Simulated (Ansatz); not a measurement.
SrVO3 (cubic perovskite)

```cif
data_O3SrV
_chemical_formula_sum 'Sr1 V1 O3'
_space_group_name_H-M_alt 'Pm-3m'
_space_group_IT_number 221
_space_group_name_Hall '-P 4 2 3'
_cell_length_a 3.85762
_cell_length_b 3.85762
_cell_length_c 3.85762
_cell_angle_alpha 90.000
_cell_angle_beta 90.000
_cell_angle_gamma 90.000
loop_
_atom_site_label
_atom_site_type_symbol
_atom_site_symmetry_multiplicity
_atom_site_Wyckoff_symbol
_atom_site_fract_x
_atom_site_fract_y
_atom_site_fract_z
_atom_site_occupancy
Sr1 Sr 1 a 0.00000 0.00000 0.00000 1
V1 V 1 b 0.50000 0.50000 0.50000 1
O1 O 3 c 0.00000 0.50000 0.50000 1
```

Equation-of-state scan: isotropic scaling of the cell above, V₀ being its volume. Symmetry pins the atoms to their sites.

These are PBE (plane waves to 420 eV, PAW, scalar-relativistic; Ansatz, a first-principles code) values and carry that method's errors. k mesh 12×12×12 (Γ-centred), Fermi-Dirac smearing 0.05 eV. The energy includes the smearing's −TS. Compression counts positive. SrVO3 is run without spin polarisation and with no Hubbard U. SrVO3 was relaxed with its symmetry unable to fall. ΔE is measured from the relaxed starting cell.

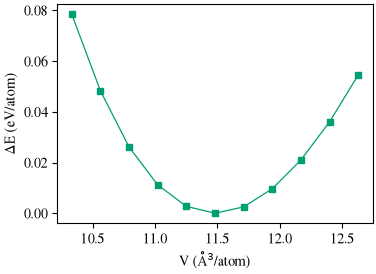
Figure: ΔE (eV/atom) against V (Å³/atom); markers are the computed points, lines only join them.

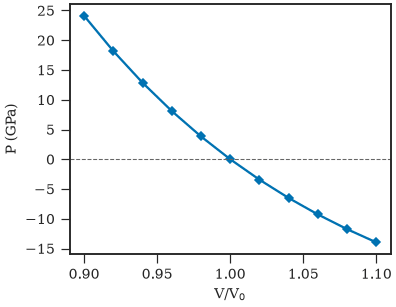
Fig. 1. P (GPa) against V/V₀; one marker a computed point.

The bulk modulus B₀ (third-order Birch-Murnaghan fit) comes out as 181 GPa and the pressure derivative B₀′ (fit) is 4.4. The energy cost of the largest compression is 79 meV/atom and the equilibrium volume of the fit is 11.48 Å³/atom. The pressure for 5 % compression (fit) is 10.4 GPa.

P = (3B₀/2)(x⁷ − x⁵)[1 + ¾(B₀′ − 4)(x² − 1)] with x = (1/0.95)^(1/3), B₀ = 181 GPa and B₀′ = 4.44.

(A scan under strain: stresses follow from slopes of the energy per volume, elastic moduli from its curvatures.)
